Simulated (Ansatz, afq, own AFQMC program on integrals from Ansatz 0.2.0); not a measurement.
# BNH₂ (triplet): AFQMC on the coupled-cluster ladder at distance B1–N2 = 1.507 Å, cc-pVDZ, part 2 of 2

Ansatz 0.2.0, Gaussian basis, and an in-house AFQMC program (afq) on its integrals; all values are calculated; cc-pVDZ, frozen cores. Earlier steps stand in the parts before.

### 9 CCSDT(Q) on UHF

The input, in.yaml:

```yaml
crystal:
  periodic: [false, false, false]
  atoms:
    - {symbol: B, position_ang: [0.000000, 0.000000, 0.942171]}
    - {symbol: N, position_ang: [0.000000, 0.000000, -0.564829]}
    - {symbol: H, position_ang: [0.000000, -0.840950, -1.128252]}
    - {symbol: H, position_ang: [0.000000, 0.840950, -1.128252]}
basis:
  gaussian: {orbitals: cc-pVDZ}
magnetization: {spin_polarized: true, initial_magnetization: 2}
correlation: {method: ccsdt_q, electrons: outside_noble_gas}
```

Started as:

```sh
ansatz run in.yaml --threads 1 --pin off --events-out ev --progress --plain --max-ram 1382MiB
```

The log of the run (excerpt; [...] marks lines left out):

```text
Functional definition: HF
  name "HF"
  cite "Fock, Z. Phys. 61, 126 (1930) doi:10.1007/BF01340294"
  parent pbe
[...]
718 factors; integrals over basis functions are off by at most 2.1e-7 eV
[...]
mean field -2182.23806658 eV, -80.1957697727 hartree, gradient 6.6e-6 eV, S^2 2.021872; 4 other end points of the search recorded, 0 dependent functions left out
determinant -2182.23806658 eV, -80.1957697727 hartree, with singles and doubles -2188.55658970 eV, -80.4279712145 hartree
determinant -2180.93211296 eV, -80.1477768625 hartree, with singles and doubles -2187.05311556 eV, -80.3727195590 hartree
determinant -2179.10511540 eV, -80.0806359406 hartree, with singles and doubles -2185.32054226 eV, -80.3090486645 hartree
2 core orbitals not correlated: weight in the atoms' cores, before any rotation towards them, 1.000 or more for the frozen orbitals, at most 0.000 for the correlated occupied ones
reference -2182.23806658 eV, -80.1957697727 hartree; 6, 4 occupied and 30, 32 virtual orbitals, 718 factors
second order -5.81551410 eV of doubles, -0.00000000 eV of singles
cycle   1  -6.07244041 eV  change   -2.6e-1 eV  update   7.3e-2
[...]
cycle  17  -6.53129318 eV  change    5.9e-7 eV  update   7.4e-7
perturbative correction -0.01730182 eV, -0.0006358302 hartree
Total energy: -2188.78666158 eV, -80.4364262002 hartree
```

It took 21 s on 1 thread of Arm Neoverse N1, shared host.

From the report: ⟨S²⟩ of the determinant 2.022 (pure triplet: 2.00); correlation -6.5486 eV; T1 0.022; largest double amplitude 0.08.

### 10 Phaseless AFQMC, CISD trial on UHF

It reads the integrals that the CCSD(T) run on this determinant wrote.

Started as:

```sh
afq ham --method phaseless --trial cisd --walkers 60 --populations 1 --least-time 40 --time-step 0.005 --steps-per-block 50 --equilibration-blocks 28 --max-blocks 300 --target-error 0.00038 --factor-cut 1e-05 --start spin_pure --seed 1272 --release-times 0.24,0.51,0.99,1.62,2.4 --release-step 0.03 --release-every 4 --taylor-order 6
```

The log of the run:

```text
orbitals 36  electrons 6 4  factors 278 of 355
reference energy -80.19576901 Eh
CCSD correlation -0.23224068 Eh in 11 cycles, weight of the determinant in the CISD state 0.9070
energy of the start -80.427631 Eh
 block  time / (1/Eh)  mean weight  energy / Eh
     1     0.250  0.9997  -80.425942
     2     0.500  1.0025  -80.428933
     3     0.750  0.9954  -80.428837
     4     1.000  0.9998  -80.433243
     5     1.250  0.9994  -80.432859
     6     1.500  0.9996  -80.431051
     7     1.750  0.9976  -80.433232
     8     2.000  1.0007  -80.435748
     9     2.250  1.0028  -80.432594
    10     2.500  0.9984  -80.434069
    17     4.250  1.0009  -80.438017
    25     6.250  0.9962  -80.447478
    33     8.250  1.0024  -80.442109
    41    10.250  0.9990  -80.439616
    49    12.250  0.9986  -80.435911
    57    14.250  0.9986  -80.433899
    65    16.250  0.9979  -80.444622
    73    18.250  0.9991  -80.433957
    81    20.250  1.0007  -80.440946
    89    22.250  0.9997  -80.443854
    97    24.250  0.9999  -80.437645
   105    26.250  1.0005  -80.440178
   113    28.250  0.9964  -80.433888
   121    30.250  0.9982  -80.429167
   129    32.250  1.0018  -80.430420
   137    34.250  1.0040  -80.435897
   145    36.250  0.9992  -80.431623
   153    38.250  0.9988  -80.431069
   161    40.250  0.9988  -80.435886
   169    42.250  1.0027  -80.432131
   177    44.250  0.9997  -80.434867
   185    46.250  1.0006  -80.441455
   193    48.250  0.9965  -80.439471
   201    50.250  1.0029  -80.429962
   209    52.250  0.9975  -80.435356
   217    54.250  0.9989  -80.431947
   225    56.250  1.0002  -80.434700
   233    58.250  1.0025  -80.438474
   241    60.250  1.0009  -80.435923
   249    62.250  0.9981  -80.434552
   257    64.250  1.0032  -80.432422
   265    66.250  0.9986  -80.435553
   273    68.250  1.0018  -80.431813
   281    70.250  1.0011  -80.435842
   289    72.250  0.9975  -80.430854
   297    74.250  1.0000  -80.442718
   305    76.250  0.9994  -80.449562
   313    78.250  0.9976  -80.434961
   321    80.250  1.0005  -80.431281
blocks merged  error / Eh  count
     1  0.000278  300
     2  0.000327  150
     4  0.000403  75
     8  0.000469  37
    16  0.000519  18
    32  0.000524  9
released: time / (1/Eh)  energy / Eh  error  mean overlap
  0.24  -80.436759  0.000534  0.9920
  0.51  -80.436774  0.000399  0.9856
  0.99  -80.436475  0.000392  0.9856
  1.62  -80.436318  0.000492  0.9946
  2.40  -80.436605  0.000552  0.9723
energy -80.435817 +/- 0.000519 Eh
```

It took 11 min on 1 thread of Arm Neoverse N1, shared host.

Energy -2188.7701 ± 0.0141 eV. Caveats: constraint bias not in the error.

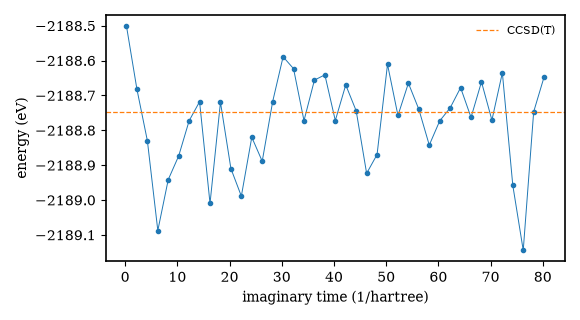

Block energies along the walk.

### 11 Phaseless AFQMC, single-determinant trial on UHF

It reads the integrals that the CCSD(T) run on this determinant wrote.

Started as:

```sh
afq ham --method phaseless --trial hf --walkers 120 --populations 1 --least-time 40 --time-step 0.005 --steps-per-block 20 --equilibration-blocks 112 --max-blocks 600 --target-error 0.00114 --factor-cut 1e-05 --start spin_pure --seed 2098 --taylor-order 6
```

The log of the run:

```text
orbitals 36  electrons 6 4  factors 278 of 355
reference energy -80.19576901 Eh
CCSD correlation -0.23224068 Eh in 11 cycles, weight of the determinant in the CISD state 0.9070
energy of the start -80.196224 Eh
 block  time / (1/Eh)  mean weight  energy / Eh
     1     0.100  1.0007  -80.261088
     2     0.200  1.0018  -80.307476
     3     0.300  1.0017  -80.345056
     4     0.400  1.0005  -80.355362
     5     0.500  1.0024  -80.370131
     6     0.600  1.0005  -80.392120
     7     0.700  1.0036  -80.428290
     8     0.800  0.9993  -80.414574
     9     0.900  1.0019  -80.406494
    10     1.000  1.0004  -80.413816
    18     1.800  1.0011  -80.453370
    35     3.500  1.0021  -80.445335
    52     5.200  1.0022  -80.434934
    69     6.900  0.9985  -80.429687
    86     8.600  0.9998  -80.448872
   103    10.300  0.9996  -80.425330
   120    12.000  0.9968  -80.383065
   137    13.700  0.9985  -80.434048
   154    15.400  0.9974  -80.415941
   171    17.100  0.9994  -80.454949
   188    18.800  1.0008  -80.445314
   205    20.500  1.0009  -80.419331
   222    22.200  1.0009  -80.467616
   239    23.900  0.9999  -80.465452
   256    25.600  0.9997  -80.439606
   273    27.300  1.0000  -80.449873
   290    29.000  1.0017  -80.445767
   307    30.700  1.0007  -80.442010
   324    32.400  1.0006  -80.439561
   341    34.100  0.9971  -80.434013
   358    35.800  0.9970  -80.431895
   375    37.500  1.0012  -80.440548
   392    39.200  0.9996  -80.419943
   409    40.900  1.0010  -80.445479
   426    42.600  1.0008  -80.443063
   443    44.300  0.9998  -80.413555
   460    46.000  0.9964  -80.416249
   477    47.700  0.9994  -80.433295
   494    49.400  1.0010  -80.430555
   511    51.100  1.0017  -80.444238
   528    52.800  0.9989  -80.405028
   545    54.500  0.9994  -80.432874
   562    56.200  0.9993  -80.446334
   579    57.900  1.0000  -80.390290
   596    59.600  0.9988  -80.420377
   613    61.300  1.0005  -80.448226
   630    63.000  0.9997  -80.427881
   647    64.700  1.0000  -80.443081
   664    66.400  1.0021  -80.430522
   681    68.100  0.9995  -80.411383
   698    69.800  1.0003  -80.430509
blocks merged  error / Eh  count
     1  0.000827  600
     2  0.001088  300
     4  0.001408  150
     8  0.001670  75
    16  0.002034  37
    32  0.002614  18
    64  0.002722  9
energy -80.431545 +/- 0.002614 Eh
```

It took 6.5 min on 1 thread of Arm Neoverse N1, shared host.

Energy -2188.6538 ± 0.0711 eV. The run doesn't count as converged. Caveats: constraint bias not in the error; error not settled; error above the target.

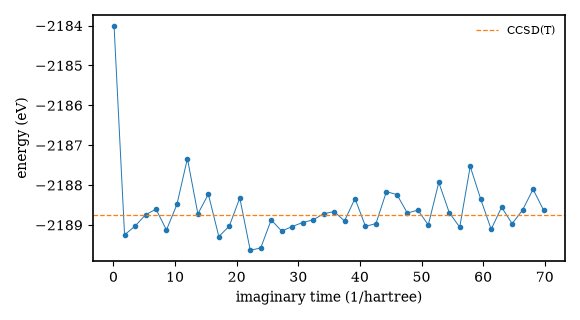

Block energies along the walk.

### 12 Free-projection AFQMC, CISD trial on UHF

It reads the integrals that the CCSD(T) run on this determinant wrote.

Started as:

```sh
afq ham --method free --trial cisd --walkers 60 --time-step 0.03 --max-blocks 80 --target-error 0.00038 --factor-cut 1e-05 --seed 3908 --times 0,0.21,0.42,0.81,1.2,1.8,2.4,3 --taylor-order 8
```

The log of the run:

```text
orbitals 36  electrons 6 4  factors 278 of 355
reference energy -80.19576901 Eh
CCSD correlation -0.23224068 Eh in 11 cycles, weight of the determinant in the CISD state 0.9070
repeat  energy at the last time / Eh  error
    10  -80.435307  0.001030
    20  -80.437042  0.000836
    30  -80.436972  0.000661
    40  -80.436716  0.000551
    50  -80.436514  0.000482
    60  -80.436655  0.000480
    70  -80.436436  0.000442
    80  -80.436379  0.000419
time / (1/Eh)  energy / Eh  error  mean overlap
  0.00  -80.427966  0.000201  1.1022
  0.21  -80.432251  0.000224  1.0958
  0.42  -80.433863  0.000248  1.1046
  0.81  -80.435316  0.000241  1.1077
  1.20  -80.435942  0.000324  1.1031
  1.80  -80.436070  0.000346  1.1015
  2.40  -80.436203  0.000412  1.1202
  3.00  -80.436379  0.000419  1.1487
energy -80.436379 +/- 0.000419 Eh
```

Run time: 6.3 min. Hardware: 1 thread of Arm Neoverse N1, shared host.

Energy -2188.7854 ± 0.0114 eV. Caveats: remainder of the start not in the error.

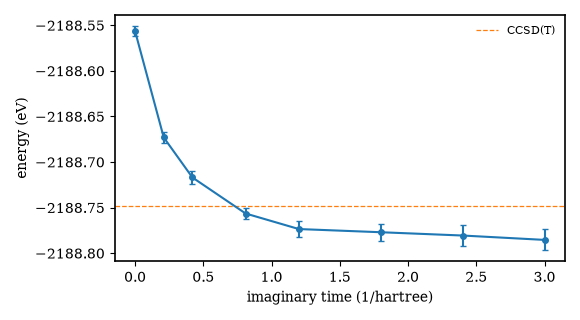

Energy against projection time, with error bars.

### 13 AFQMC on the ladder

On the UHF determinant, counted from CCSDT(Q) (a yardstick, not exact):

| level | energy (eV) | from CCSDT(Q) (kcal/mol) | statistical error (kcal/mol) | time |
| --- | --- | --- | --- | --- |
| HF | -2182.2380 | +151.01 |  |  |
| MP2 | -2188.0536 | +16.91 |  |  |
| CCSD | -2188.5576 | +5.28 |  |  |
| CCSD(T) | -2188.7482 | +0.89 |  |  |
| CCSDT(Q) | -2188.7867 | 0.00 |  |  |
| Phaseless AFQMC, CISD trial, step 0.005, 60 walkers | -2188.7701 | +0.38 | 0.33 | 11 min |
| Free-projection AFQMC, CISD trial, step 0.03, 60 walkers | -2188.7854 | +0.03 | 0.26 | 6.3 min |

The functionals' totals stand on their own zeros and serve differences with other points: PBE -2191.943 eV; r2SCAN -2193.816 eV; PBE0 -2192.218 eV; B3LYP -2194.960 eV; wB97M-V -2193.674 eV; B2PLYP -2192.522 eV.

### 14 Results

The summary covers parts 1 to 2.

```
                                              quantity                  value
                          CCSD(T) on UHF from CCSDT(Q)         +0.89 kcal/mol
      Phaseless AFQMC, CISD trial on UHF from CCSDT(Q)  +0.38 ± 0.33 kcal/mol
Free-projection AFQMC, CISD trial on UHF from CCSDT(Q)  +0.03 ± 0.26 kcal/mol
```

What this shows: On UHF the phaseless walk with the CISD trial lies +0.38 kcal/mol from CCSDT(Q), within three error bars. Free projection has no constraint; at the last time it gives +0.03 ± 0.26 kcal/mol, and from a start that isn't spin pure other spins can mix in. Error bars are statistical and leave out the constraint, the time step and what remains of the start.
